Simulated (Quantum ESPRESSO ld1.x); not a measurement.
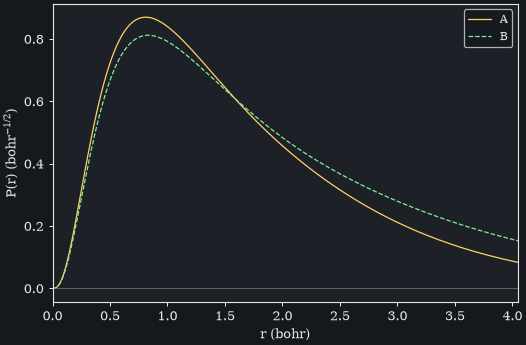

Two charge states of chromium were computed: Cr²⁺ in [Ar] 3d4 (high spin); Cr⁺ in [Ar] 3d5 (high spin). Computed with Quantum ESPRESSO ld1.x 7.5: scalar-relativistic Kohn-Sham, LDA (Slater exchange, Perdew-Zunger correlation), spin-polarised, spherical densities, point nucleus, Latter tail correction.

The plot shows P(r) = r R(r) of the 3d up orbital in both runs (large components where relativistic).

### Assign A and B.

A is Cr²⁺ in [Ar] 3d4 (high spin) (⟨r⟩ = 1.25 bohr, eigenvalue −25.9 eV); B is Cr⁺ in [Ar] 3d5 (high spin) (⟨r⟩ = 1.45 bohr, eigenvalue −12.7 eV). Fewer electrons screen less, so the orbital shrinks.
